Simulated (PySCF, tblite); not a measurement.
# C6H6F2: geometry, infrared bands, NMR shifts, spin-spin couplings and electronic excitations

Aim: predict the infrared bands, NMR shifts, spin-spin couplings and electronic excitations of C6H6F2 (`FC1(F)C=C[C@@H]2C[C@@H]21`).

The runs use tblite 0.8.0 and PySCF 2.14.0, with density-fitted response routines of our own; the level of theory stands in each step. All values are computed, except where a source is named. Atoms are numbered from 0 throughout.

**1. The molecule as given**

14 atoms, charge 0, multiplicity 1; geometry from: force field or distance geometry start.

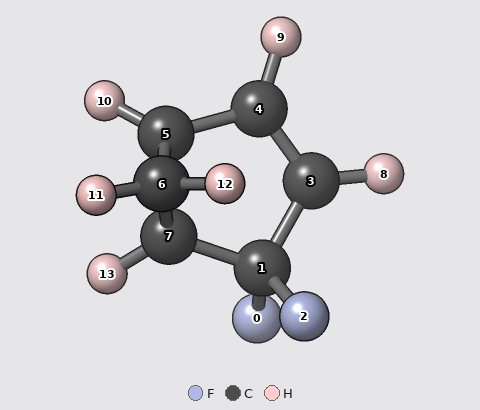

As it starts; fluorine light blue, carbon dark grey, hydrogen pink, atoms numbered; sticks join atoms by distance.

**2. Optimising the geometry with GFN2-xTB**

Job settings and geometry (Å):

```
{"job": {"kind": "relax", "xc": "GFN2-xTB", "basis": "xTB"}, "charge": 0, "multiplicity": 1}
F      0.944000    -2.001500    -1.085900
C      0.520600    -1.202900    -0.052000
F      0.332200    -1.916800     1.132400
C      1.496000    -0.101300     0.136800
C      0.946200     1.078300    -0.056800
C     -0.479900     0.984800    -0.428200
C     -1.367900     0.391400     0.610300
C     -0.730500    -0.479600    -0.436900
H      2.564600    -0.208500     0.426100
H      1.482200     2.038000     0.024400
H     -0.896700     1.585000    -1.253400
H     -2.470400     0.435300     0.541400
H     -0.962700     0.287300     1.660100
H     -1.378500    -0.890000    -1.240400
```

Launch:

```bash
$ OMP_NUM_THREADS=1 python probes_run.py task.json out
```

One launch serves the whole session: the jobs run in the order shown.

Standard output:

```text
step      E/eV     max force
  0    -688.99046    2.131
  1    -689.15779    1.575
  2    -689.22673    0.694
  3    -689.28272    0.747
  4    -689.30704    0.381
  5    -689.32459    0.285
  6    -689.33842    0.307
  7    -689.34766    0.237
  8    -689.35250    0.177
  9    -689.35606    0.126
 10    -689.35866    0.134
 11    -689.36040    0.108
 12    -689.36133    0.067
 13    -689.36176    0.042
 14    -689.36198    0.033
 15    -689.36214    0.030
 16    -689.36229    0.030
 17    -689.36243    0.032
 18    -689.36256    0.030
 19    -689.36268    0.027
 20    -689.36281    0.026
 21    -689.36293    0.029
 22    -689.36304    0.031
 23    -689.36314    0.030
 24    -689.36326    0.033
 25    -689.36339    0.040
 26    -689.36352    0.032
 27    -689.36362    0.027
 28    -689.36369    0.023
 29    -689.36375    0.019
 30    -689.36378    0.014
 31    -689.36380    0.009
```

Wall time 0.27 s (1 thread of Arm Neoverse N1, shared host).

Relaxation path:

```csv
step,energy from step 0 (eV),largest force (eV/Å)
0,0.0000,2.1307
1,-0.1673,1.5747
2,-0.2363,0.6935
3,-0.2923,0.7475
4,-0.3166,0.3812
5,-0.3341,0.2849
6,-0.3480,0.3073
7,-0.3572,0.2375
8,-0.3620,0.1766
9,-0.3656,0.1263
10,-0.3682,0.1338
11,-0.3699,0.1080
12,-0.3709,0.0667
13,-0.3713,0.0420
14,-0.3715,0.0326
15,-0.3717,0.0301
16,-0.3718,0.0296
17,-0.3720,0.0319
18,-0.3721,0.0297
19,-0.3722,0.0269
20,-0.3723,0.0262
21,-0.3725,0.0289
22,-0.3726,0.0307
23,-0.3727,0.0302
24,-0.3728,0.0332
25,-0.3729,0.0396
26,-0.3731,0.0323
27,-0.3732,0.0273
28,-0.3732,0.0234
29,-0.3733,0.0194
30,-0.3733,0.0145
31,-0.3733,0.0093
```

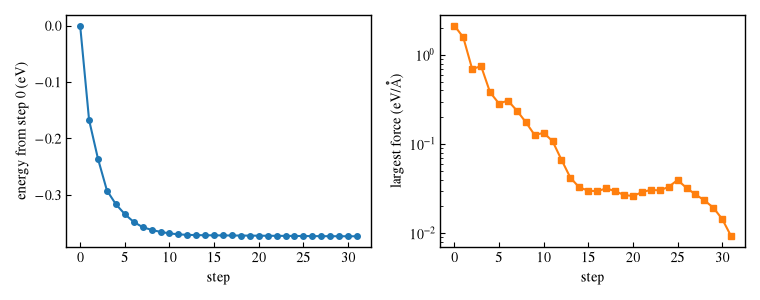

Energy and force, step by step.

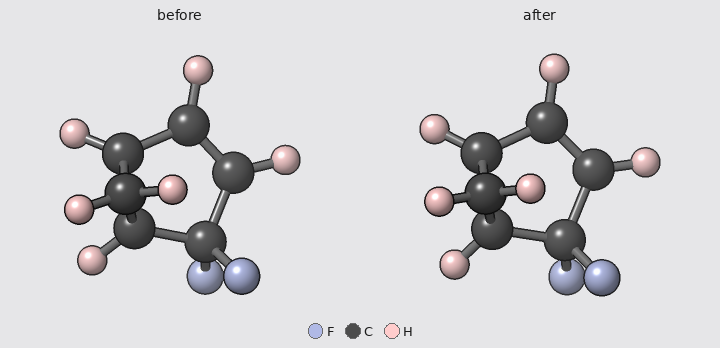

The geometry before (left) and after (right).

Close pairs (by a distance rule), those that changed most:

```csv
bond,before (Å),after (Å),change (Å)
C6–H12,1.130,1.080,-0.050
C3–H8,1.112,1.074,-0.039
C7–H13,1.111,1.078,-0.033
C1–F2,1.396,1.368,-0.028
C4–H9,1.102,1.076,-0.027
C6–H11,1.106,1.079,-0.026
C1–C3,1.483,1.508,+0.025
C5–H10,1.102,1.078,-0.024
```

The next job starts from the end point, and lists it.

**3. Vibrational analysis with GFN2-xTB**

Job settings and geometry (Å):

```
{"job": {"kind": "ir", "xc": "GFN2-xTB", "basis": "xTB"}, "charge": 0, "multiplicity": 1}
F      0.960700    -2.042383    -1.048145
C      0.531506    -1.189184    -0.069272
F      0.394383    -1.986551     1.033442
C      1.505613    -0.062322     0.167630
C      0.942949     1.113902    -0.078848
C     -0.480713     0.977183    -0.463788
C     -1.355350     0.371698     0.603084
C     -0.764900    -0.503266    -0.458684
H      2.506277    -0.263145     0.500840
H      1.427420     2.070843     0.001067
H     -0.905763     1.657778    -1.183827
H     -2.416615     0.562591     0.557906
H     -0.961693     0.290765     1.605192
H     -1.384494    -0.998381    -1.188763
```

Standard output:

```text
mode    cm-1     km/mol
  1     133.3      1.30
  2     213.9      0.06
  3     361.6      3.51
  4     372.7     11.24
  5     418.7     10.15
  6     457.2     11.53
  7     572.3      2.12
  8     601.1      0.33
  9     714.8      2.98
 10     792.1      5.55
 11     798.1      7.92
 12     859.1      1.63
 13     873.3      2.37
 14     891.9      0.93
 15     958.2     52.93
 16     984.6     76.92
 17    1020.1     14.54
 18    1028.4     94.03
 19    1042.9      5.16
 20    1061.5      4.15
 21    1071.9      3.40
 22    1082.2     36.69
 23    1126.9     69.43
 24    1161.6     25.03
 25    1185.8     57.19
 26    1240.1      4.22
 27    1308.9     26.72
 28    1367.8     12.16
 29    1455.2      1.35
 30    1664.5     13.44
 31    3090.0     13.56
 32    3095.2      8.90
 33    3101.4      7.10
 34    3114.1     27.66
 35    3129.0     14.14
 36    3158.0      9.97
```

It took 0.6 s on 1 thread of Arm Neoverse N1, shared host.

The strongest bands and the atoms that carry them (share of the mass-weighted mode):

```csv
cm⁻¹,km/mol,atoms
958,52.9,"C1 15 %, H13 14 %, C7 13 %, C5 11 %"
985,76.9,"C1 26 %, C5 24 %, C7 17 %, C6 10 %"
1028,94.0,"C1 34 %, C5 14 %, H9 13 %"
1082,36.7,"H8 21 %, H11 16 %, H9 14 %, C6 13 %"
1127,69.4,"C1 30 %, H9 14 %, H10 12 %, H13 12 %"
1186,57.2,"C1 23 %, H10 19 %, C5 12 %, C6 11 %"
1309,26.7,"C5 19 %, C4 18 %, H8 12 %"
3114,27.7,"H13 44 %, H11 20 %, H12 16 %, H10 11 %"
```

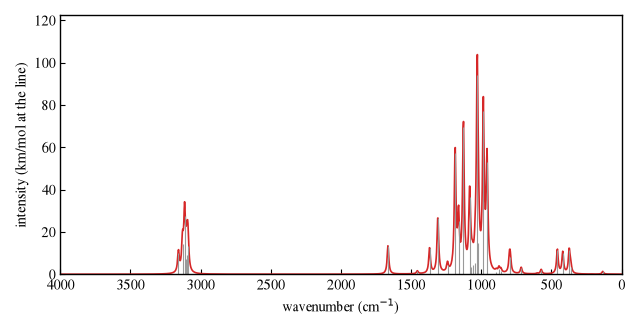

The infrared spectrum from these modes, unscaled. Lines are broadened to a width of 14 cm⁻¹ (Lorentzian).

**4. Optimising the geometry at PBE0-D3(BJ)/def2-SVP**

Job settings and geometry (Å):

```
{"job": {"xc": "PBE0", "basis": "def2-SVP", "d3": "d3bj", "grid": 1, "shake": 0.01, "kind": "geom"}, "charge": 0, "multiplicity": 1}
F      0.981110    -2.067940    -1.043960
C      0.525830    -1.193710    -0.071430
F      0.374180    -1.988870     1.024790
C      1.538840    -0.060060     0.164100
C      0.940140     1.107220    -0.089400
C     -0.484620     0.982000    -0.466170
C     -1.345770     0.369700     0.603330
C     -0.749440    -0.497810    -0.463740
H      2.504450    -0.257740     0.520190
H      1.424720     2.068410     0.011090
H     -0.914630     1.654860    -1.175000
H     -2.410810     0.563510     0.564610
H     -0.989970     0.300980     1.595600
H     -1.401180    -0.995620    -1.181760
```

Standard output:

```text
step   0  E = -431.11340637  max force = 0.049478
step   1  E = -431.11764446  max force = 0.011859
step   2  E = -431.11835558  max force = 0.004041
step   3  E = -431.11850174  max force = 0.005810
step   4  E = -431.11875265  max force = 0.002473
step   5  E = -431.11883780  max force = 0.001660
step   6  E = -431.11887847  max force = 0.000626
step   7  E = -431.11889050  max force = 0.000549
step   8  E = -431.11889289  max force = 0.000406
optimisation converged
```

Run time: 2.2 min. Hardware: 1 thread of Arm Neoverse N1, shared host; peak memory 0.63 GiB.

Along the way:

```csv
step,energy from step 0 (eV),largest force component (eV/Å)
0,0.0000,2.5443
1,-0.1153,0.6098
2,-0.1347,0.2078
3,-0.1387,0.2988
4,-0.1455,0.1272
5,-0.1478,0.0854
6,-0.1489,0.0322
7,-0.1492,0.0282
8,-0.1493,0.0209
```

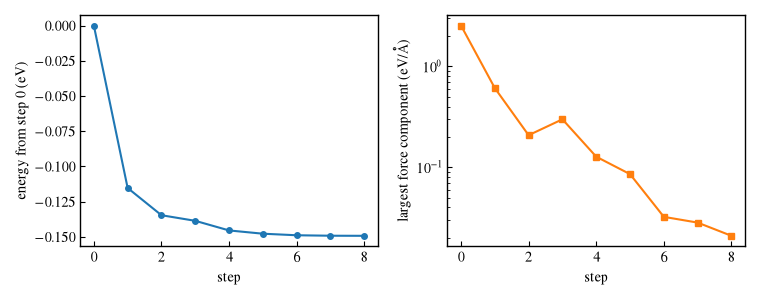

Energy and largest force along the relaxation.

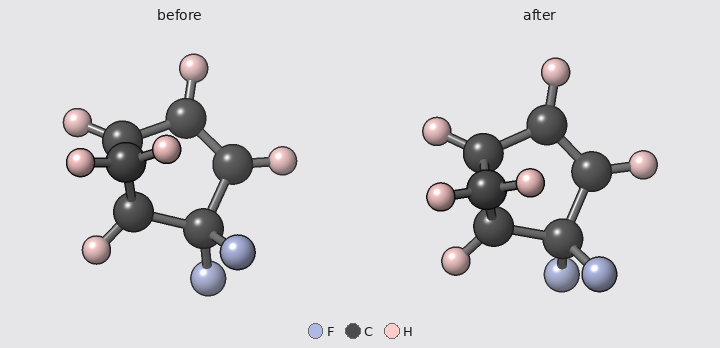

Before and after, at one scale.

Close pairs (by a distance rule), those that changed most:

```csv
bond,before (Å),after (Å),change (Å)
C3–H8,1.048,1.091,+0.043
C6–H12,1.056,1.094,+0.037
C1–C3,1.538,1.505,-0.033
F0–C1,1.385,1.359,-0.026
C5–H10,1.068,1.093,+0.025
C4–H9,1.081,1.092,+0.011
C4–C5,1.479,1.490,+0.011
C1–C7,1.505,1.515,+0.011
```

The final coordinates are the input of the step that follows.

```csv
at the end point,value
point group (found at 0.08 Å tolerance),C1
"rotational constants (GHz, main isotopes)","3.480, 2.053, 1.796"
dipole moment (D),2.65
```

**5. Shielding tensors: PBE0/pcSseg-1**

Job settings and geometry (Å):

```
{"job": {"kind": "nmr", "xc": "PBE0", "basis": "pcSseg-1"}, "charge": 0, "multiplicity": 1}
F      1.215643    -1.627883    -1.403841
C      0.683915    -1.088208    -0.275777
F      0.637316    -2.100532     0.630537
C      1.507259     0.064424     0.233568
C      0.805474     1.202144     0.191920
C     -0.584448     0.977742    -0.295305
C     -1.422885     0.091911     0.592321
C     -0.681433    -0.498095    -0.565466
H      2.519286    -0.078453     0.614939
H      1.169504     2.178458     0.520006
H     -1.072791     1.716896    -0.934913
H     -2.509936     0.156961     0.496687
H     -1.058414    -0.113127     1.602855
H     -1.223394    -0.902389    -1.422639
```

With the program's defaults for keys left out, this is: GIAO PBE0/pcSseg-1 NMR shielding, non-relativistic, gas phase.

Standard output:

```text
coarse grid: 12408 points
cycle   1  E = -431.2339517509  dE =  1.410e+00  |g| = 7.017e-01  |ddm| = 3.411e+00
cycle   2  E = -431.1762981506  dE =  5.765e-02  |g| = 9.653e-01  |ddm| = 9.963e-01
cycle   3  E = -431.3206220985  dE = -1.443e-01  |g| = 7.498e-02  |ddm| = 5.794e-01
cycle   4  E = -431.3215501610  dE = -9.281e-04  |g| = 3.930e-02  |ddm| = 9.386e-02
cycle   5  E = -431.3218855211  dE = -3.354e-04  |g| = 1.010e-02  |ddm| = 3.617e-02
cycle   6  E = -431.3219063070  dE = -2.079e-05  |g| = 4.071e-03  |ddm| = 1.105e-02
cycle   7  E = -431.3219104014  dE = -4.094e-06  |g| = 5.837e-04  |ddm| = 4.002e-03
final grid: 122688 points
cycle   8  E = -431.3824673823  dE = -4.222e-05  |g| = 8.401e-03  |ddm| = 3.553e-02
cycle   9  E = -431.3824547851  dE =  1.260e-05  |g| = 1.190e-02  |ddm| = 1.722e-02
cycle  10  E = -431.3824836657  dE = -2.888e-05  |g| = 9.540e-04  |ddm| = 9.636e-03
cycle  11  E = -431.3824838290  dE = -1.634e-07  |g| = 3.045e-04  |ddm| = 9.477e-04
cycle  12  E = -431.3824838451  dE = -1.610e-08  |g| = 1.363e-04  |ddm| = 3.229e-04
cycle  13  E = -431.3824838494  dE = -4.217e-09  |g| = 3.222e-05  |ddm| = 1.227e-04
cycle  14  E = -431.3824838496  dE = -2.198e-10  |g| = 7.114e-06  |ddm| = 3.164e-05
converged SCF energy = -431.3824838496

GIAO shielding tensors (ppm)
atom      isotropic    diamagn.    paramagn.     s11        s22        s33       span
  0 F      273.908     472.772    -198.863    189.483    289.865    342.377    152.894
  1 C       51.120     239.743    -188.623     40.932     49.042     63.387     22.455
  2 F      297.335     473.067    -175.732    181.459    333.964    376.582    195.123
  3 C       49.237     255.875    -206.638    -60.211     69.023    138.901    199.112
  4 C       31.522     251.838    -220.316    -81.820     29.688    146.699    228.519
  5 C      160.570     251.978     -91.409    124.529    148.877    208.303     83.774
  6 C      158.262     251.483     -93.221    125.561    158.330    190.895     65.334
  7 C      161.038     252.530     -91.492    128.235    144.456    210.423     82.188
  8 H       25.697      29.677      -3.980     24.073     25.463     27.555      3.482
  9 H       24.764      29.700      -4.935     23.567     25.325     25.401      1.834
 10 H       29.425      30.709      -1.284     23.729     25.931     38.616     14.887
 11 H       30.231      29.745       0.486     24.980     25.320     40.393     15.413
 12 H       30.580      29.752       0.828     25.580     29.265     36.895     11.314
 13 H       29.405      30.819      -1.414     23.466     27.101     37.649     14.182
```

Wall time 47 s (1 thread of Arm Neoverse N1, shared host); peak memory 0.77 GiB.

The references, computed at this level on geometries of the same kind, shield at (ppm): ¹H TMS 31.27, ¹³C TMS 184.4, ¹⁹F CFCl3 177.2. Their shielding less the atom's gives the shift. The references are single molecules in the gas phase, so shifts against H2O, NH3, PH3, H3PO4 or CFCl3 are not on the usual liquid scales and can be off by tens of ppm.

```csv
atoms,environment,σ (ppm),δ (ppm),δ scaled to CDCl3
C4,alkene CH,31.5,152.9,147.9
C3,alkene CH,49.2,135.2,130.7
C1,allylic fully substituted sp3 carbon bonded to 2 F,51.1,133.3,128.9
C6,three-membered-ring carbon,158.3,26.1,24.9
C5,three-membered-ring carbon,160.6,23.8,22.6
C7,three-membered-ring carbon,161.0,23.4,22.2
H9,hydrogen on an alkene CH,24.76,6.50,6.38
H8,hydrogen on an alkene CH,25.70,5.57,5.50
H13,hydrogen on a three-membered-ring carbon,29.41,1.86,1.98
H10,hydrogen on a three-membered-ring carbon,29.43,1.84,1.96
H11,hydrogen on a three-membered-ring carbon,30.23,1.04,1.20
H12,hydrogen on a three-membered-ring carbon,30.58,0.69,0.87
F0,fluorine of a CF2 group,273.9,-96.7,–
F2,fluorine of a CF2 group,297.3,-120.1,–
```

The scaled column applies a straight-line fit of computed shieldings to shifts measured in CDCl3, and one for carbons that bear F (root-mean-square error 0.21 ppm for H, 2.0 ppm for C).

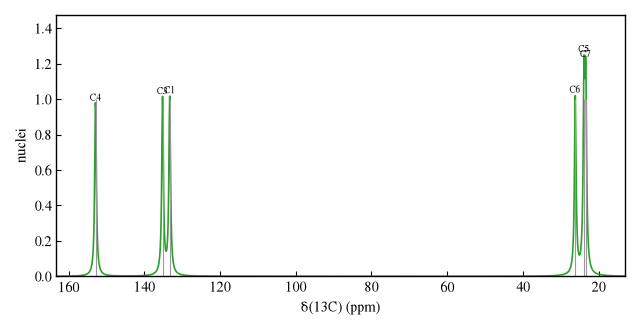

¹³C lines at the computed shifts, without couplings. Lines are broadened to a width of 0.52 ppm (Lorentzian).

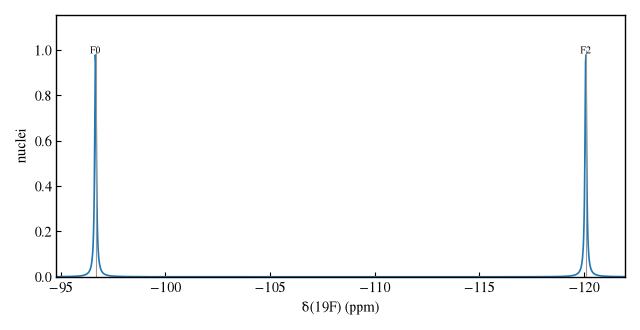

¹⁹F lines at the computed shifts, without couplings. Lines are broadened to a width of 0.09 ppm (Lorentzian).

Charges from the same density, by scheme (e):

```csv
atoms,Mulliken,IAO,Hirshfeld,ESP fit
F0,-0.30,-0.30,-0.11,-0.24
C1,0.60,0.56,0.18,0.55
F2,-0.30,-0.30,-0.11,-0.22
C3,-0.16,-0.21,-0.08,-0.30
C4,-0.03,-0.12,-0.02,-0.20
C5,-0.22,-0.14,-0.04,-0.01
C6,-0.11,-0.27,-0.08,-0.38
C7,-0.27,-0.17,-0.06,-0.20
```

Mulliken charges:

F0 -0.30; C1 0.60; F2 -0.30; C3 -0.16; C4 -0.03; C5 -0.22; C6 -0.11; C7 -0.27; H8 0.12; H9 0.11; H10 0.13; H11 0.14; H12 0.15; H13 0.14

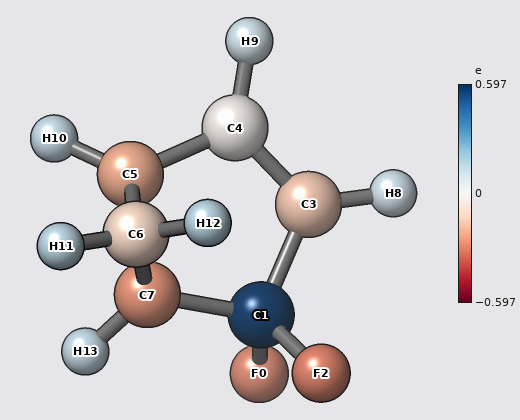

Mulliken charges, as colours on the atoms.

Mayer bond orders: F0–C1 0.93, C1–F2 0.93, C1–C3 1.01, C3–C4 1.82, C4–C5 1.02, C5–C6 0.92, C6–C7 0.92, C7–C1 1.00, C7–C5 0.92.

Ring of atoms C1, C3, C4, C5, C7: NICS(0) -5.5, NICS(1) -4.6, NICS(1)zz -1.7 ppm (means of both faces; NICS(1) differs between them: -7.0 and -2.1).

Ring of atoms C5, C6, C7: NICS(0) -42.7, NICS(1) -8.7, NICS(1)zz -22.7 ppm (means of both faces).

In rings of three or four atoms NICS is ruled by the nearby σ bonds, so it says little on aromaticity.

The fields below are evaluated on a grid from the run's orbitals.

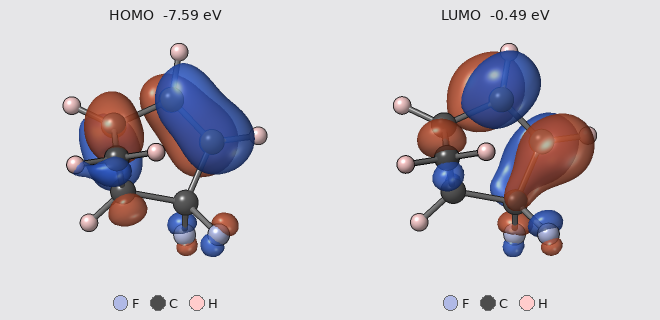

PBE0/pcSseg-1 orbitals near the gap, drawn at the value that encloses 70 % of each; the two colours are the two signs.

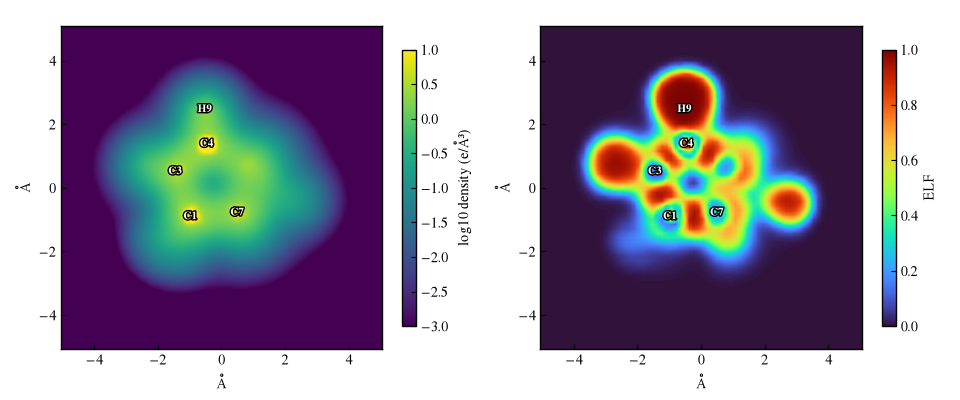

Density (left) and ELF (right) in a plane through or near 5 of the atoms.

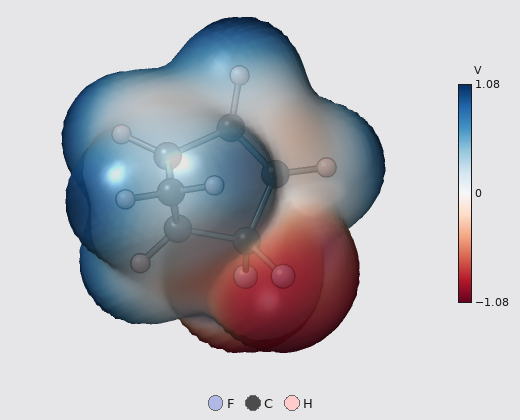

The potential that a unit positive charge feels on the 0.002 e/bohr³ surface, from -1.03 V near F2 to 1.08 V near H9.

(Part 1 of 2 ends here.)
